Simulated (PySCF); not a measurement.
# Excited-state calculation, with input and output: C$_{4}$H$_{12}$AlSi (charge −1)

C$_{4}$H$_{12}$AlSi, charge −1, SMILES C=[C]([AlH3-])[SiH2]CC, computed with TDDFT PBE0/6-31++G**, vertical, gas phase, core orbitals frozen in the response (PySCF 2.14.0).

The geometry comes from this level: GFN2-xTB. It belongs to a series of runs on one base structure; here: PBE0/6-31++G**; 1 states.

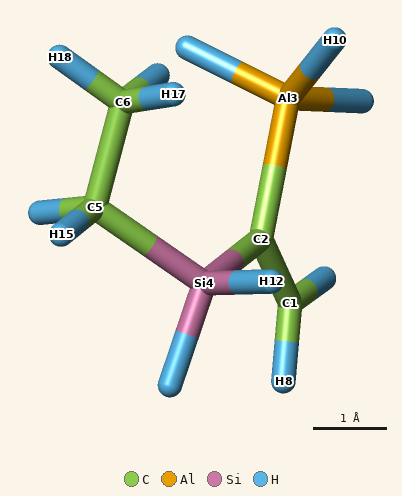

**Figure 1.** The structure (stick view, seen at a tilt; atoms are numbered from 1 in the order of the input). Sticks mark near contacts. Bond lengths as drawn: Al–C 2.08 Å, Al–H 1.61 to 1.62 Å, C–C 1.34 to 1.52 Å, C–H 1.09 Å, C–Si 1.87 to 1.91 Å and H–Si 1.48 to 1.49 Å.

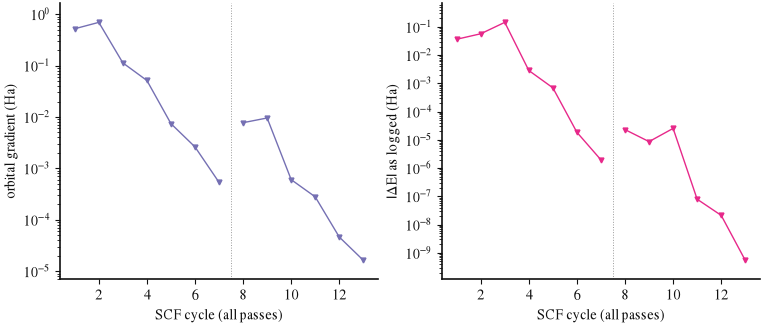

**Figure 2.** Convergence of the self-consistent field: orbital gradient and size of the energy change against the SCF cycle. The dotted line marks the change from a coarse to the final integration grid. The first 7 cycles use a coarse grid, the final grid takes over at cycle 8, and the field converges after 13 cycles in all.

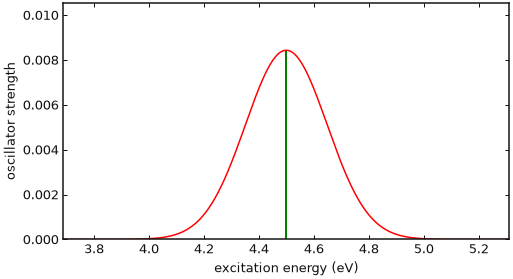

**Figure 3.** Computed excitations as sticks (degenerate states added up, dark ones marked on the axis), with a Gaussian envelope of 0.35 eV full width at half maximum, scaled to the tallest. Of the 1 states the lowest lies at 4.50 eV (f = 0.008); the strongest line is at 4.50 eV, or 276 nm (f = 0.008).

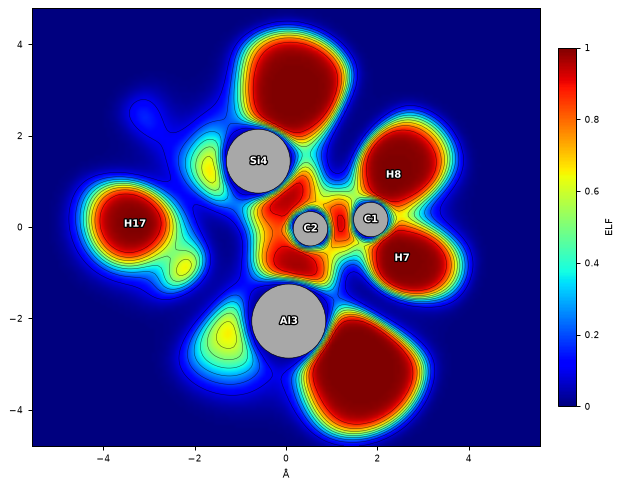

**Figure 4.** Electron localisation function on the plane of atoms H7, C1 and H8. Grey discs, where drawn, cover atomic cores. Atoms in the plane: C, Al, Si and H. C–C (1.34 Å): the ELF peaks at about 0.90 between the atoms; a double or triple bond. C–Si (1.87 Å): the ELF peaks at about 0.95 between the atoms, which marks a covalent bond.

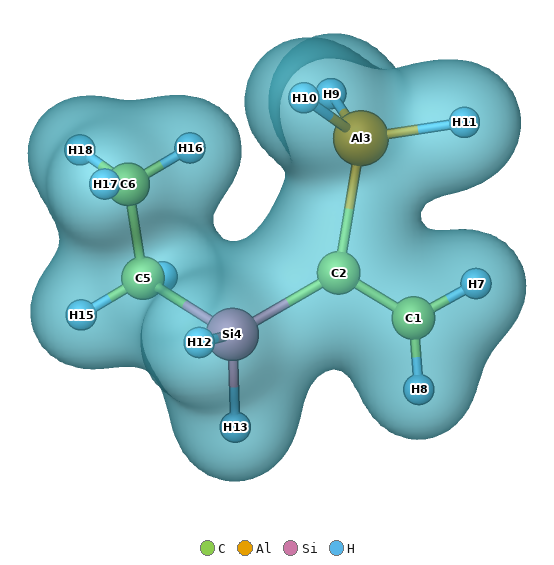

**Figure 5.** Isosurface of the total electron density at 0.1 e/Å³ (cyan), seen face on. At this value the surface is in one piece. On the grid the lowest density along these lines, outside the cores, is 2.3 e/Å³ (C–C, 1.34 Å), 0.82 e/Å³ (C–Si, 1.87 Å), 0.44 e/Å³ (C–Al, 2.08 Å) and 1.9 e/Å³ (C–H, 1.09 Å).

The input that produced these results follows, with the program's output.

### Input file
```
{"job": {"kind": "uv", "xc": "PBE0", "basis": "6-31++G**", "nstates": 1, "ntriplets": 5, "tda": false}, "charge": -1, "multiplicity": 1}
C     -2.279368     1.282715     0.028085
C     -1.183661     0.529555     0.164283
Al    -1.635283    -1.496403     0.194945
Si     0.480248     1.369844     0.309918
C      1.795530     0.468920    -0.733764
C      1.938199    -0.979254    -0.296778
H     -3.257439     0.813905    -0.046911
H     -2.299735     2.373439    -0.020163
H     -1.210266    -2.158716    -1.224203
H     -0.812008    -2.193188     1.397727
H     -3.220861    -1.655807     0.418364
H      0.981733     1.424536     1.702334
H      0.517552     2.792981    -0.129264
H      1.509993     0.495046    -1.787180
H      2.763777     0.974101    -0.661346
H      0.970367    -1.477568    -0.348153
H      2.286476    -1.033178     0.733386
H      2.645987    -1.524611    -0.926266
```

The first line tells a small driver script what to run in PySCF; the rest is the geometry in Å.

Command:
```bash
OMP_NUM_THREADS=1 python <driver script> task.json out
```

### Output
```
coarse grid: 15032 points
cycle   1  E = -691.0929513612  dE =  3.658e-02  |g| = 5.221e-01  |ddm| = 4.749e+00
cycle   2  E = -691.0356956641  dE =  5.726e-02  |g| = 6.948e-01  |ddm| = 4.397e+00
cycle   3  E = -691.1806511825  dE = -1.450e-01  |g| = 1.130e-01  |ddm| = 2.918e+00
cycle   4  E = -691.1835191271  dE = -2.868e-03  |g| = 5.137e-02  |ddm| = 3.681e-01
cycle   5  E = -691.1842169941  dE = -6.979e-04  |g| = 7.425e-03  |ddm| = 1.453e-01
cycle   6  E = -691.1842356035  dE = -1.861e-05  |g| = 2.619e-03  |ddm| = 5.161e-02
cycle   7  E = -691.1842375663  dE = -1.963e-06  |g| = 5.352e-04  |ddm| = 1.081e-02
final grid: 133112 points
cycle   8  E = -691.1191296201  dE = -2.319e-05  |g| = 7.755e-03  |ddm| = 1.930e-01
cycle   9  E = -691.1191209030  dE =  8.717e-06  |g| = 9.576e-03  |ddm| = 3.954e-02
cycle  10  E = -691.1191464794  dE = -2.558e-05  |g| = 6.042e-04  |ddm| = 2.766e-02
cycle  11  E = -691.1191465592  dE = -7.975e-08  |g| = 2.795e-04  |ddm| = 2.259e-03
cycle  12  E = -691.1191465805  dE = -2.138e-08  |g| = 4.619e-05  |ddm| = 8.923e-04
cycle  13  E = -691.1191465811  dE = -5.500e-10  |g| = 1.630e-05  |ddm| = 3.287e-04
converged SCF energy = -691.1191465811

Static polarisability (au): isotropic 124.240, principal 101.899 131.222 139.600

Singlet excitations
state   eV       nm        f      main configurations
  1   4.4996    275.5   0.00843   H->L 0.58, H->L+4 0.17, H->L+2 0.12

Triplet excitations (Tamm-Dancoff, eV): 4.0309 4.0916 4.5649 4.7204 4.8116
```

### Results in brief

| quantity | value |
| --- | --- |
| outcome | converged |
| total energy | −691.119147 hartree |
| HOMO | −2.60 eV |
| LUMO | 2.62 eV |
| mean polarisability | 124.24 a.u. |
| lowest singlet excitation | 4.50 eV |
| hardware | 1 CPU thread, shared host |
| wall time | 52 s |
| peak memory | 0.74 GiB |

Settings chosen away from the usual ones: PBE0/6-31++G**; 1 states.
